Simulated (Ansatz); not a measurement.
Start from KF in the rock salt structure (space group Fm-3m, No. 225; a = 5.3068 Å).

Modification: hydrostatic tension (pressure −2 GPa).

Computed with DFT with PBEsol, PAW potentials and a 420 eV plane-wave cutoff in Ansatz (a program for electronic structure), no spin-orbit coupling.

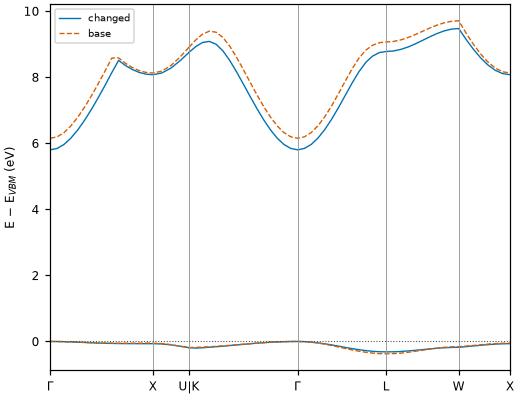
Highest valence and lowest conduction band along the path, each from its own valence-band maximum

Task: Read the changed gap and its character from the plot.

Result: About 5.8 eV, direct at Γ.

Load acts through the strain it causes; cell and atoms are relaxed under it. Whether these cells are dynamically stable was not tested.
